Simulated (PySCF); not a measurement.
# singlet [GaH2O2]+: levels of theory compared

Aim: a comparison of 6 runs (B3LYP/def2-SVPD, BHLYP/def2-SVPD, CAM-B3LYP/def2-SVPD, TPSS/def2-SVPD, r2SCAN/def2-SVPD, SCS-MP2/def2-SVPD) of singlet [GaH2O2]+. Input form: a Python script.

The calculation is run with PySCF 2.14.0.

6 further runs of the same task are left out: 6 set aside as unsound or not needed.

**1. The molecule**

[GaH2O2]+ has 5 atoms, charge +1, and is taken as a singlet. SMILES of the parent species: `[OH][Ga][OH]`. The shape is that of a PBE0-D4/def2-TZVP optimisation. This is one conformer, not always the lowest. That shape belongs to the parent species and isn't relaxed for this state.

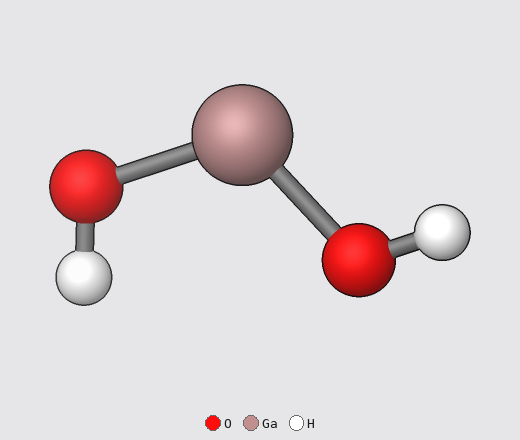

Viewed from a chosen angle; oxygen red, gallium pink, hydrogen white.

**2. A single-point energy at B3LYP/def2-SVPD (run 1)**

input.py

```python
from pyscf import gto, dft

mol = gto.Mole()
mol.atom = '''
O     -0.370600     0.021600    -1.274400
Ga    -0.311700    -0.753800     0.353600
O      0.618200     0.154900     1.591100
H     -0.867400    -0.464600    -1.936500
H      0.981500     0.968200     1.224700
'''
mol.max_memory = 1860
mol.verbose = 4
mol.spin = 0
mol.basis = 'def2-svpd'
mol.charge = 1
mol.build()

mf = dft.RKS(mol, xc='b3lyp')
mf.conv_tol = 1e-10
mf.grids.level = 5
mf.kernel()
if not mf.converged:
    mf = mf.newton().run(mf.mo_coeff, mf.mo_occ)

e_tot = mf.e_tot
print(f'total energy: {e_tot:.8f} hartree')
```

Run with:

```console
$ OMP_NUM_THREADS=1 python input.py
```

The program printed:

```text
PySCF version 2.14.0

[INPUT] num. atoms = 5
[INPUT] num. electrons = 48
[INPUT] charge = 1
[INPUT] spin (= nelec alpha-beta = 2S) = 0
[INPUT] symmetry False subgroup None
[INPUT] Mole.unit = angstrom
[INPUT] Symbol           X                Y                Z      unit          X                Y                Z       unit  Magmom
[INPUT]  1 O     -0.370600000000   0.021600000000  -1.274400000000 AA   -0.700332501764   0.040818084291  -2.408266973146 Bohr   0.0
[INPUT]  2 Ga    -0.311700000000  -0.753800000000   0.353600000000 AA   -0.589027633027  -1.424475552697   0.668207157646 Bohr   0.0
[INPUT]  3 O      0.618200000000   0.154900000000   1.591100000000 AA    1.168228690206   0.292718576695   3.006743236795 Bohr   0.0
[INPUT]  4 H     -0.867400000000  -0.464600000000  -1.936500000000 AA   -1.639148440448  -0.877966757473  -3.659454640220 Bohr   0.0
[INPUT]  5 H      0.981500000000   0.968200000000   1.224700000000 AA    1.854766191261   1.829632833804   2.314347584755 Bohr   0.0

nuclear repulsion = 182.431292202034
number of shells = 40
number of NR pGTOs = 166
number of NR cGTOs = 100
basis = def2-svpd
ecp = {}

******** <class 'pyscf.dft.rks.RKS'> ********
method = RKS
initial guess = minao
damping factor = 0
level_shift factor = 0
DIIS = <class 'pyscf.scf.diis.CDIIS'>
diis_start_cycle = 1
diis_space = 8
diis_damp = 0
SCF conv_tol = 1e-10
SCF conv_tol_grad = None
SCF max_cycles = 50
direct_scf = True
direct_scf_tol = 1e-13
XC library pyscf.dft.libxc version 7.0.0
    S. Lehtola, C. Steigemann, M. J.T. Oliveira, and M. A.L. Marques.,  SoftwareX 7, 1–5 (2018)
XC functionals = b3lyp
    P. J. Stephens, F. J. Devlin, C. F. Chabalowski, and M. J. Frisch.,  J. Phys. Chem. 98, 11623 (1994)
radial grids:
    Treutler-Ahlrichs [JCP 102, 346 (1995); DOI:10.1063/1.469408] (M4) radial grids

becke partition: Becke, JCP 88, 2547 (1988); DOI:10.1063/1.454033
pruning grids: <function nwchem_prune>
grids dens level: 5
symmetrized grids: False
atomic radii adjust function: <function treutler_atomic_radii_adjust>
small_rho_cutoff = 0
Set gradient conv threshold to 1e-05
Initial guess from minao.
tot grids = 178312
init E= -2075.78046456319
  HOMO = -0.432006166936995  LUMO = -0.20835462699287  gap/eV = 6.08587
cycle= 1 E= -2075.60337802702  delta_E= 0.177  |g|=  1.2  |ddm|= 2.92
  HOMO = -0.388368255156033  LUMO = -0.369761959105448  gap/eV = 0.50630
cycle= 2 E= -2073.0014624556  delta_E=  2.6  |g|= 3.28  |ddm|= 5.54
  HOMO = -0.573840064869112  LUMO = -0.428437347754922  gap/eV = 3.95661
cycle= 3 E= -2075.86754584169  delta_E= -2.87  |g|= 0.296  |ddm|= 4.74
  HOMO = -0.519702799629822  LUMO = -0.438961333525211  gap/eV = 2.19709
cycle= 4 E= -2075.87838443156  delta_E= -0.0108  |g|= 0.288  |ddm|= 0.702
  HOMO = -0.552665363135497  LUMO = -0.440779136870731  gap/eV = 3.04458
cycle= 5 E= -2075.88791506773  delta_E= -0.00953  |g|= 0.159  |ddm|= 0.33
  HOMO = -0.551502131016376  LUMO = -0.439482983184502  gap/eV = 3.04820
cycle= 6 E= -2075.89366928125  delta_E= -0.00575  |g|= 0.0346  |ddm|= 0.158
  HOMO = -0.554270673680028  LUMO = -0.435536972207332  gap/eV = 3.23091
cycle= 7 E= -2075.89393905303  delta_E= -0.00027  |g|= 0.00789  |ddm|= 0.0458
  HOMO = -0.555045061638479  LUMO = -0.43517757388678  gap/eV = 3.26176
cycle= 8 E= -2075.89395249493  delta_E= -1.34e-05  |g|= 0.000926  |ddm|= 0.00873
  HOMO = -0.555027207167197  LUMO = -0.435046277989563  gap/eV = 3.26485
cycle= 9 E= -2075.89395270452  delta_E= -2.1e-07  |g|= 0.000172  |ddm|= 0.00118
  HOMO = -0.555016414837529  LUMO = -0.435066931363866  gap/eV = 3.26399
cycle= 10 E= -2075.89395271267  delta_E= -8.14e-09  |g|= 3.52e-05  |ddm|= 0.000349
  HOMO = -0.55501514650978  LUMO = -0.435062385939246  gap/eV = 3.26408
cycle= 11 E= -2075.89395271307  delta_E= -4.02e-10  |g|= 7.3e-06  |ddm|= 5.7e-05
  HOMO = -0.555016050744463  LUMO = -0.435062382737133  gap/eV = 3.26411
cycle= 12 E= -2075.89395271308  delta_E= -1.18e-11  |g|= 1.24e-06  |ddm|= 9.34e-06
  HOMO = -0.555016209499831  LUMO = -0.435062170038405  gap/eV = 3.26412
Extra cycle  E= -2075.89395271308  delta_E= -1.82e-12  |g|= 2.32e-06  |ddm|= 4.49e-06
converged SCF energy = -2075.89395271308
total energy: -2075.89395271 hartree
```

It took 21 s on 1 thread of Intel Xeon at 2.70GHz, shared host; peak memory 0.51 GiB.

**3. The energy at BHLYP/def2-SVPD (run 2)**

job.py

```python
from pyscf import gto, dft

molecule = gto.Mole()
molecule.atom = '''
O       -0.370600       0.021600      -1.274400
Ga      -0.311700      -0.753800       0.353600
O        0.618200       0.154900       1.591100
H       -0.867400      -0.464600      -1.936500
H        0.981500       0.968200       1.224700
'''
molecule.verbose = 4
molecule.max_memory = 1860
molecule.charge = 1
molecule.basis = 'def2-svpd'
molecule.spin = 0
molecule.build()

mf = dft.RKS(molecule)
mf.xc = 'bhandhlyp'
mf.grids.level = 5
mf.conv_tol = 1e-10
mf.kernel()
if not mf.converged:
    mf = mf.newton().run(mf.mo_coeff, mf.mo_occ)

e_tot = mf.e_tot
print('E = %.10f Eh' % e_tot)
```

Run with:

```console
$ OMP_NUM_THREADS=1 python job.py
```

The program printed:

```text
PySCF version 2.14.0

[INPUT] num. atoms = 5
[INPUT] num. electrons = 48
[INPUT] charge = 1
[INPUT] spin (= nelec alpha-beta = 2S) = 0
[INPUT] symmetry False subgroup None
[INPUT] Mole.unit = angstrom
[INPUT] Symbol           X                Y                Z      unit          X                Y                Z       unit  Magmom
[INPUT]  1 O     -0.370600000000   0.021600000000  -1.274400000000 AA   -0.700332501764   0.040818084291  -2.408266973146 Bohr   0.0
[INPUT]  2 Ga    -0.311700000000  -0.753800000000   0.353600000000 AA   -0.589027633027  -1.424475552697   0.668207157646 Bohr   0.0
[INPUT]  3 O      0.618200000000   0.154900000000   1.591100000000 AA    1.168228690206   0.292718576695   3.006743236795 Bohr   0.0
[INPUT]  4 H     -0.867400000000  -0.464600000000  -1.936500000000 AA   -1.639148440448  -0.877966757473  -3.659454640220 Bohr   0.0
[INPUT]  5 H      0.981500000000   0.968200000000   1.224700000000 AA    1.854766191261   1.829632833804   2.314347584755 Bohr   0.0

nuclear repulsion = 182.431292202034
number of shells = 40
number of NR pGTOs = 166
number of NR cGTOs = 100
basis = def2-svpd
ecp = {}

******** <class 'pyscf.dft.rks.RKS'> ********
method = RKS
initial guess = minao
damping factor = 0
level_shift factor = 0
DIIS = <class 'pyscf.scf.diis.CDIIS'>
diis_start_cycle = 1
diis_space = 8
diis_damp = 0
SCF conv_tol = 1e-10
SCF conv_tol_grad = None
SCF max_cycles = 50
direct_scf = True
direct_scf_tol = 1e-13
XC library pyscf.dft.libxc version 7.0.0
    S. Lehtola, C. Steigemann, M. J.T. Oliveira, and M. A.L. Marques.,  SoftwareX 7, 1–5 (2018)
XC functionals = bhandhlyp
    Defined through Gaussian implementation.
radial grids:
    Treutler-Ahlrichs [JCP 102, 346 (1995); DOI:10.1063/1.469408] (M4) radial grids

becke partition: Becke, JCP 88, 2547 (1988); DOI:10.1063/1.454033
pruning grids: <function nwchem_prune>
grids dens level: 5
symmetrized grids: False
atomic radii adjust function: <function treutler_atomic_radii_adjust>
small_rho_cutoff = 0
Set gradient conv threshold to 1e-05
[... 1 set-up line as earlier in the session ...]
tot grids = 178312
init E= -2075.54923126622
  HOMO = -0.460418314339092  LUMO = -0.209455393291592  gap/eV = 6.82905
cycle= 1 E= -2075.55057567141  delta_E= -0.00134  |g|= 0.938  |ddm|= 2.84
  HOMO = -0.482605656901313  LUMO = -0.413993364792322  gap/eV = 1.86704
cycle= 2 E= -2075.20558139577  delta_E= 0.345  |g|= 1.61  |ddm|= 2.84
  HOMO = -0.619571600319127  LUMO = -0.409728986342841  gap/eV = 5.71011
cycle= 3 E= -2075.73189732662  delta_E= -0.526  |g|= 0.148  |ddm|= 1.79
  HOMO = -0.627453254245955  LUMO = -0.398743225782153  gap/eV = 6.22352
cycle= 4 E= -2075.73442254914  delta_E= -0.00253  |g|= 0.11  |ddm|= 0.24
  HOMO = -0.619537968262246  LUMO = -0.395581253976634  gap/eV = 6.09417
cycle= 5 E= -2075.73671494112  delta_E= -0.00229  |g|= 0.0182  |ddm|= 0.104
  HOMO = -0.622779450124796  LUMO = -0.394737669625734  gap/eV = 6.20533
cycle= 6 E= -2075.73677249156  delta_E= -5.76e-05  |g|= 0.0059  |ddm|= 0.0189
  HOMO = -0.622211360474912  LUMO = -0.394009142713903  gap/eV = 6.20970
cycle= 7 E= -2075.73677989366  delta_E= -7.4e-06  |g|= 0.00114  |ddm|= 0.00609
  HOMO = -0.622182429131767  LUMO = -0.393986398342282  gap/eV = 6.20953
cycle= 8 E= -2075.7367804882  delta_E= -5.95e-07  |g|= 0.000191  |ddm|= 0.00233
  HOMO = -0.622165530611608  LUMO = -0.393999636895171  gap/eV = 6.20871
cycle= 9 E= -2075.73678053348  delta_E= -4.53e-08  |g|= 8.71e-05  |ddm|= 0.000699
  HOMO = -0.62215489453773  LUMO = -0.393996293222222  gap/eV = 6.20851
cycle= 10 E= -2075.73678053863  delta_E= -5.15e-09  |g|= 2.28e-05  |ddm|= 0.000218
  HOMO = -0.622151930881746  LUMO = -0.393994726666601  gap/eV = 6.20847
cycle= 11 E= -2075.73678053909  delta_E= -4.63e-10  |g|= 8.25e-06  |ddm|= 7.89e-05
  HOMO = -0.622150173300076  LUMO = -0.39399525438368  gap/eV = 6.20841
cycle= 12 E= -2075.7367805391  delta_E= -1.27e-11  |g|= 2.32e-06  |ddm|= 1.41e-05
  HOMO = -0.622150129423567  LUMO = -0.393995504767068  gap/eV = 6.20840
Extra cycle  E= -2075.73678053912  delta_E= -1.73e-11  |g|= 2.22e-06  |ddm|= 7.16e-06
converged SCF energy = -2075.73678053912
E = -2075.7367805391 Eh
```

It took 21 s on 1 thread of Intel Xeon at 2.70GHz, shared host; peak memory 0.51 GiB.

Runs 3 to 5 aren't shown in full; the table further down has their settings and results.

**4. The energy at SCS-MP2/def2-SVPD (run 6)**

run.py

```python
from pyscf import gto, scf, mp

mol = gto.M(
    atom='''
O       -0.370600       0.021600      -1.274400
Ga      -0.311700      -0.753800       0.353600
O        0.618200       0.154900       1.591100
H       -0.867400      -0.464600      -1.936500
H        0.981500       0.968200       1.224700
''',
    max_memory=1860,
    verbose=4,
    basis='def2-svpd',
    charge=1,
    spin=0,
)

myscf = scf.RHF(mol)
myscf.conv_tol = 1e-10
myscf.kernel()
if not myscf.converged:
    myscf = myscf.newton().run(myscf.mo_coeff, myscf.mo_occ)

pt = mp.MP2(myscf, frozen=11).run()
etot = myscf.e_tot + 1.2 * pt.e_corr_os + pt.e_corr_ss / 3
print('E = %.10f Eh' % etot)
```

Run with:

```console
$ OMP_NUM_THREADS=1 python run.py
```

The program printed:

```text
PySCF version 2.14.0

[INPUT] num. atoms = 5
[INPUT] num. electrons = 48
[INPUT] charge = 1
[INPUT] spin (= nelec alpha-beta = 2S) = 0
[INPUT] symmetry False subgroup None
[INPUT] Mole.unit = angstrom
[INPUT] Symbol           X                Y                Z      unit          X                Y                Z       unit  Magmom
[INPUT]  1 O     -0.370600000000   0.021600000000  -1.274400000000 AA   -0.700332501764   0.040818084291  -2.408266973146 Bohr   0.0
[INPUT]  2 Ga    -0.311700000000  -0.753800000000   0.353600000000 AA   -0.589027633027  -1.424475552697   0.668207157646 Bohr   0.0
[INPUT]  3 O      0.618200000000   0.154900000000   1.591100000000 AA    1.168228690206   0.292718576695   3.006743236795 Bohr   0.0
[INPUT]  4 H     -0.867400000000  -0.464600000000  -1.936500000000 AA   -1.639148440448  -0.877966757473  -3.659454640220 Bohr   0.0
[INPUT]  5 H      0.981500000000   0.968200000000   1.224700000000 AA    1.854766191261   1.829632833804   2.314347584755 Bohr   0.0

nuclear repulsion = 182.431292202034
number of shells = 40
number of NR pGTOs = 166
number of NR cGTOs = 100
basis = def2-svpd
ecp = {}

******** <class 'pyscf.scf.hf.RHF'> ********
method = RHF
initial guess = minao
damping factor = 0
level_shift factor = 0
DIIS = <class 'pyscf.scf.diis.CDIIS'>
diis_start_cycle = 1
diis_space = 8
diis_damp = 0
SCF conv_tol = 1e-10
SCF conv_tol_grad = None
SCF max_cycles = 50
direct_scf = True
direct_scf_tol = 1e-13
Set gradient conv threshold to 1e-05
[... 1 set-up line as earlier in the session ...]
init E= -2073.14161136603
  HOMO = -0.478343941397068  LUMO = -0.186406328455416  gap/eV = 7.94403
cycle= 1 E= -2073.38495961238  delta_E= -0.243  |g|= 0.677  |ddm|= 2.77
  HOMO = -0.644783187364254  LUMO = -0.341153430676521  gap/eV = 8.26219
cycle= 2 E= -2073.44635586727  delta_E= -0.0614  |g|= 0.497  |ddm|= 1.27
  HOMO = -0.728135496182718  LUMO = -0.320301614566008  gap/eV = 11.09773
cycle= 3 E= -2073.48910361462  delta_E= -0.0427  |g|= 0.0571  |ddm|= 0.461
  HOMO = -0.718228167349862  LUMO = -0.306152128866244  gap/eV = 11.21316
cycle= 4 E= -2073.49006406748  delta_E= -0.00096  |g|= 0.0151  |ddm|= 0.0907
  HOMO = -0.715103873940498  LUMO = -0.304466406970793  gap/eV = 11.17401
cycle= 5 E= -2073.49015781181  delta_E= -9.37e-05  |g|= 0.00759  |ddm|= 0.0286
  HOMO = -0.71616961192248  LUMO = -0.304149598455664  gap/eV = 11.21164
cycle= 6 E= -2073.4901790262  delta_E= -2.12e-05  |g|= 0.00272  |ddm|= 0.0124
  HOMO = -0.715659096185596  LUMO = -0.30401478018856  gap/eV = 11.20141
cycle= 7 E= -2073.49018529232  delta_E= -6.27e-06  |g|= 0.000968  |ddm|= 0.00715
  HOMO = -0.715561768615288  LUMO = -0.303979103031316  gap/eV = 11.19973
cycle= 8 E= -2073.49018673509  delta_E= -1.44e-06  |g|= 0.000332  |ddm|= 0.00401
  HOMO = -0.715459368838304  LUMO = -0.303943304422241  gap/eV = 11.19792
cycle= 9 E= -2073.49018684724  delta_E= -1.12e-07  |g|= 0.000119  |ddm|= 0.00112
  HOMO = -0.715449468514419  LUMO = -0.303945231624612  gap/eV = 11.19760
cycle= 10 E= -2073.49018685663  delta_E= -9.39e-09  |g|= 3.11e-05  |ddm|= 0.000337
  HOMO = -0.715441984795812  LUMO = -0.303950083271659  gap/eV = 11.19726
cycle= 11 E= -2073.4901868574  delta_E= -7.68e-10  |g|= 1.07e-05  |ddm|= 0.000105
  HOMO = -0.715441757301044  LUMO = -0.303950331746342  gap/eV = 11.19725
cycle= 12 E= -2073.49018685748  delta_E= -8.28e-11  |g|= 5.63e-06  |ddm|= 3.04e-05
  HOMO = -0.715440317881793  LUMO = -0.303950712677537  gap/eV = 11.19720
Extra cycle  E= -2073.49018685749  delta_E= -1.09e-11  |g|= 3.72e-06  |ddm|= 8.54e-06
converged SCF energy = -2073.49018685749

******** <class 'pyscf.mp.mp2.RMP2'> ********
nocc = 13, nmo = 89
frozen orbitals 11
E(RMP2) = -2074.09559411199  E_corr = -0.605407254499908
E(SCS-RMP2) = -2074.06395893323  E_corr = -0.573772075734634
E_corr(same-spin) = -0.176211495767603
E_corr(oppo-spin) = -0.429195758732305
E = -2074.0639589332 Eh
```

It took 3 s on 1 thread of Intel Xeon at 2.70GHz, shared host; peak memory 0.26 GiB.

**5. The series**

```
run                level  integration grid  frozen core orbitals   energy (Eh)  HOMO energy (eV)  LUMO energy (eV)  HOMO–LUMO gap (eV)  wall time
  1      B3LYP/def2-SVPD                 5                     –  -2075.893953            -15.10            -11.84                3.26       21 s
  2      BHLYP/def2-SVPD                 5                     –  -2075.736781            -16.93            -10.72                6.21       21 s
  3  CAM-B3LYP/def2-SVPD                 5                     –  -2075.910043            -16.85            -10.58                6.28       33 s
  4       TPSS/def2-SVPD                 5                     –  -2075.861163            -13.78            -12.11                1.67       33 s
  5     r2SCAN/def2-SVPD                 5                     –  -2075.762982            -14.05            -12.15                1.89       32 s
  6    SCS-MP2/def2-SVPD                 –                    11  -2074.063959            -19.47             -8.27               11.20        3 s
```

**6. What came out**

| quantity | value |
| --- | --- |
| run 6: total energy | -2074.06396 Eh |
| run 6: HOMO energy (Hartree–Fock orbitals) | -19.47 eV |
| run 6: LUMO energy (Hartree–Fock orbitals) | -8.27 eV |
| run 6: HOMO–LUMO gap (Hartree–Fock orbitals) | 11.20 eV |
| run 6: correlation energy (11 core orbitals frozen) | -573.8 mEh |

In words: Over runs 1, 2, 3, 4, 5 the HOMO–LUMO gap runs from 1.67 eV (TPSS/def2-SVPD) to 6.28 eV (CAM-B3LYP/def2-SVPD). Totals of different functionals can't be ranked against each other. All runs together took 2.4 min, the longest 33 s.
